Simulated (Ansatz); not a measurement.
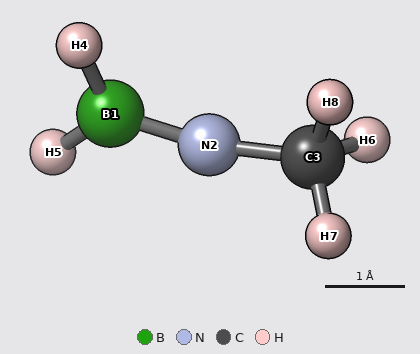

The structure (ball-and-stick view, seen at a tilt; atoms are numbered from 1 in the order of the input). Bond lengths as drawn: B–H 1.20 to 1.21 Å, B–N 1.33 Å, C–H 1.10 Å and C–N 1.39 Å.

## Two runs on CH$_{5}$BN

System: CH$_{5}$BN, multiplicity 2.
Method of run 1: UKS wB97M-V/def2-SVP (Ansatz 0.2.0).

The geometry comes from this level: PBE0-D4/def2-TZVP. Text and figures count atoms from 1; the logs count them from 0 in places.

### Input file, run 1
```yaml
crystal:
  periodic: [false, false, false]
  atoms:
    - {symbol: B, position_ang: [-0.373897, 1.096112, -0.964989]}
    - {symbol: N, position_ang: [0.058473, 0.275617, -0.008733]}
    - {symbol: C, position_ang: [0.339565, -0.835890, 0.776791]}
    - {symbol: H, position_ang: [-1.007771, 0.632315, -1.885444]}
    - {symbol: H, position_ang: [-0.143047, 2.276448, -0.921567]}
    - {symbol: H, position_ang: [-0.096385, -0.755029, 1.778568]}
    - {symbol: H, position_ang: [1.416208, -1.018163, 0.865292]}
    - {symbol: H, position_ang: [-0.101045, -1.728611, 0.304382]}
basis:
  gaussian: {orbitals: def2-SVP}
magnetization: {spin_polarized: true, initial_magnetization: 1}
hamiltonian: {xc: {name: wB97M-V}}
output: {orbitals: {seedname: orbitals}}
```

Hardware: 2 CPU threads, shared host.

### Output (run 1)
```
Functional definition: wB97M-V
  parameter omega = 0.3/bohr
  parameter cx = 0.15
  parameter cx01 = 1.007
  parameter cx10 = 0.259
  parameter css00 = 0.443
  parameter css04 = -1.437
  parameter css10 = -4.535
  parameter css20 = -3.390
  parameter css43 = 4.278
  parameter cos00 = 1.000
  parameter cos10 = 1.358
  parameter cos20 = 2.924
  parameter cos21 = -8.812
  parameter cos60 = -1.390
  parameter cos61 = 9.142
  parameter b = 6.0
  parameter c = 0.01
  gx(w, u) = 1 - cx + cx01*u + cx10*w
  gss(w, u) = css00 + css04*u^4 + css10*w + css20*w^2 + css43*w^4*u^3
  gos(w, u) = cos00 + cos10*w + (cos20 + cos21*u)*w^2 + (cos60 + cos61*u)*w^6
  exchange = spin_sum(e_x_unif_sr(omega)*gx(b97_w, b97_u_x)) + cx*exact_x_sr(omega) + exact_x_lr(omega)
  correlation = spin_sum(e_c_pw_mod_same_spin*gss(b97_w, b97_u_same))
      + integral(e_c_pw_mod_opposite_spin*gos(b97_w_opposite, b97_u_opposite)) + vv10(b, c)
774 factors; their error is unknown
206 factors; integrals over basis functions are off by at most 1.4e-5 eV
mean field evaluation 1: about -3276.4965 eV, gradient 2.2e1 eV
mean field evaluation 2: about -3276.7105 eV, gradient 2.3e1 eV
mean field evaluation 4: about -3279.0462 eV, gradient 1.0e0 eV
mean field evaluation 8: about -3279.0652 eV, gradient 5.2e-2 eV
mean field evaluation 16: about -3279.0513 eV, gradient 3.5e-4 eV
mean field -3279.05132463 eV, -120.5029135592 hartree, gradient 5.3e-5 eV, S^2 0.757718; 0 other end points of the search recorded, 0 dependent functions left out
reference -3279.05136236 eV, -120.5029149461 hartree; 12, 11 occupied and 55, 56 virtual orbitals, 774 factors
Total energy: -3279.05136236 eV, -120.5029149461 hartree
```

The input of run 2 differs as follows (lines with − go, lines with + come):
```diff
-  gaussian: {orbitals: def2-SVP}
+  gaussian: {orbitals: "def2-QZVPP.json"}
```

What does this change do to the results?

The total energy of run 2 is 92.3 kcal/mol lower, which measures the change of basis and not a stability. The HOMO goes from −9.14 to −9.25 eV. The LUMO goes from −0.48 to −0.65 eV. The basis functions go from 67 to 321.

### Output (run 2)
```
Functional definition: wB97M-V
  parameter omega = 0.3/bohr
  parameter cx = 0.15
  parameter cx01 = 1.007
  parameter cx10 = 0.259
  parameter css00 = 0.443
  parameter css04 = -1.437
  parameter css10 = -4.535
  parameter css20 = -3.390
  parameter css43 = 4.278
  parameter cos00 = 1.000
  parameter cos10 = 1.358
  parameter cos20 = 2.924
  parameter cos21 = -8.812
  parameter cos60 = -1.390
  parameter cos61 = 9.142
  parameter b = 6.0
  parameter c = 0.01
  gx(w, u) = 1 - cx + cx01*u + cx10*w
  gss(w, u) = css00 + css04*u^4 + css10*w + css20*w^2 + css43*w^4*u^3
  gos(w, u) = cos00 + cos10*w + (cos20 + cos21*u)*w^2 + (cos60 + cos61*u)*w^6
  exchange = spin_sum(e_x_unif_sr(omega)*gx(b97_w, b97_u_x)) + cx*exact_x_sr(omega) + exact_x_lr(omega)
  correlation = spin_sum(e_c_pw_mod_same_spin*gss(b97_w, b97_u_same))
      + integral(e_c_pw_mod_opposite_spin*gos(b97_w_opposite, b97_u_opposite)) + vv10(b, c)
861 factors; their error is unknown
270 factors; integrals over basis functions are off by at most 9.9e-6 eV
mean field evaluation 1: about -3278.5158 eV, gradient 3.2e1 eV
mean field evaluation 2: about -3278.1216 eV, gradient 3.4e1 eV
mean field evaluation 4: about -3283.0214 eV, gradient 1.5e0 eV
mean field evaluation 8: about -3283.0541 eV, gradient 7.7e-2 eV
mean field evaluation 16: about -3283.0517 eV, gradient 4.9e-4 eV
mean field -3283.05169746 eV, -120.6499245494 hartree, gradient 7.6e-5 eV, S^2 0.757603; 0 other end points of the search recorded, 0 dependent functions left out
reference -3283.05175814 eV, -120.6499267791 hartree; 12, 11 occupied and 309, 310 virtual orbitals, 861 factors
Total energy: -3283.05175814 eV, -120.6499267791 hartree
```

### The two runs side by side

| quantity | run 1 | run 2 |
| --- | --- | --- |
| outcome | converged | converged |
| total energy (hartree) | −120.502915 | −120.649927 |
| HOMO (eV) | −9.14 | −9.25 |
| LUMO (eV) | −0.48 | −0.65 |
| ⟨S²⟩ | 0.758 | 0.758 |
| basis functions | 67 | 321 |
| wall time (shared host) | 2.7 s | 12 s |
